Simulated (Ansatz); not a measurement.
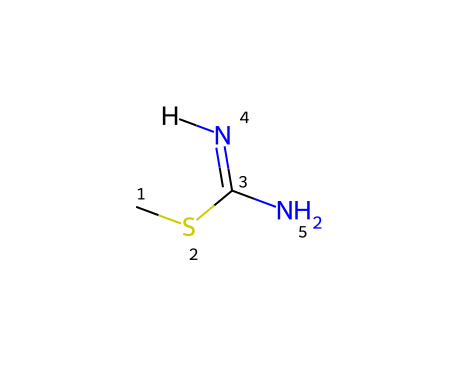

A structural formula, with wedges where it has stereocentres; small numbers name the atoms. The configuration is that of a computed structure (PBE-D4/def2-SVP).

Question: Assign CIP descriptors.

Answer: C3=N4: Z.

Question: Write the isomeric SMILES.

Answer: [H]/N=C(/N)SC
